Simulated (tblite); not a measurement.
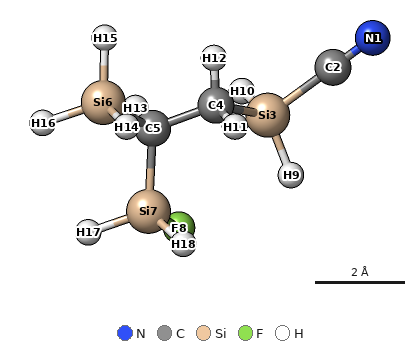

Fig. 1: The input geometry (ball-and-stick view, seen at a tilt; atoms are numbered from 1 in the order of the input).

Frequency calculation of C₃H₁₀FNSi₃

C₃H₁₀FNSi₃, computed with GFN2-xTB harmonic vibrations, gas phase (tblite 0.8.0).

It belongs to a series of runs on one base structure; here: SiH2 inserted into a C-F bond.

**What the program printed**
```
mode    cm-1     km/mol
  1      33.1      3.36
  2      46.7      2.58
  3      65.5      5.49
  4      80.4      2.57
  5     117.6      3.15
  6     125.3      0.56
  7     178.3      3.99
  8     187.7      6.45
  9     260.6      4.73
 10     265.0      0.82
 11     279.5      3.92
 12     330.2      0.50
 13     454.0     32.92
 14     492.8     29.25
 15     515.1     35.11
 16     544.8    143.47
 17     578.8     16.72
 18     588.4     13.60
 19     619.5     12.05
 20     662.8     94.44
 21     710.4    270.83
 22     720.1     90.84
 23     746.1    174.08
 24     752.3    144.24
 25     758.7    203.60
 26     775.4    110.32
 27     779.1    254.64
 28     786.3    173.73
 29     795.7    524.13
 30     800.2    151.44
 31     860.4     81.45
 32    1059.2      4.89
 33    1088.7     35.68
 34    1115.2     69.50
 35    1255.7     19.76
 36    1289.9      0.46
 37    1479.6      0.97
 38    2245.8    174.28
 39    2254.4    319.02
 40    2261.9    262.59
 41    2269.0    226.14
 42    2282.7    243.36
 43    2324.2    472.76
 44    2347.3    245.35
 45    2355.2     29.10
 46    2900.1     38.27
 47    2920.2     48.18
 48    2953.6     28.09
```

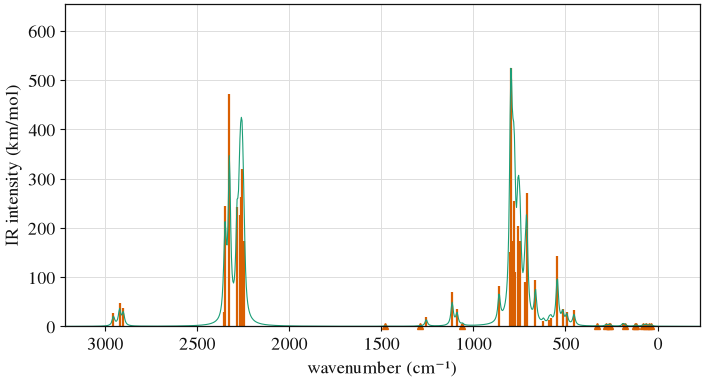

Fig. 2: Harmonic infrared spectrum, unscaled: sticks (degenerate modes added up, dark ones marked on the axis) with a Lorentzian envelope of 16 cm⁻¹ full width, scaled to the tallest stick. 48 modes from 33 to 2954 cm⁻¹, none imaginary. The strongest line is at 796 cm⁻¹ (524 km/mol).

The run was set up as follows.

**The input**
```
{"job": {"kind": "ir", "xc": "GFN2-xTB", "basis": "xTB"}, "charge": 0, "multiplicity": 1}
N      4.623937     0.318711    -0.150670
C      3.598460    -0.173763    -0.014371
Si     1.917933    -0.966587     0.202976
C      0.674153     0.431082    -0.164406
C     -0.778206    -0.031198    -0.374493
Si    -1.820040     1.423074    -1.044431
Si    -1.562385    -0.802693     1.169440
F     -0.822265    -2.210799     1.467262
H      1.877746    -1.453093     1.581039
H      1.838455    -2.030030    -0.803139
H      0.704956     1.168485     0.642470
H      1.012290     0.961068    -1.061620
H     -0.775312    -0.803739    -1.152648
H     -1.801628     2.506258    -0.059592
H     -1.219926     1.886230    -2.298231
H     -3.195642     0.985482    -1.282418
H     -2.949146    -1.185613     0.958345
H     -1.332139    -0.016555     2.372833
```

The first line tells a small driver script what to run in tblite; the rest is the geometry in Å.

Command:
```bash
OMP_NUM_THREADS=1 python <driver script> task.json out
```

**Key numbers**

```json
{"quantity": "outcome", "value": "converged"}
{"quantity": "total energy", "value": "−663.0952 eV"}
{"quantity": "zero-point energy", "value": "70.4970 kcal/mol"}
{"quantity": "hardware", "value": "1 CPU thread, shared host"}
{"quantity": "wall time", "value": "1.5 s"}
{"quantity": "peak memory", "value": "0.18 GiB"}
```
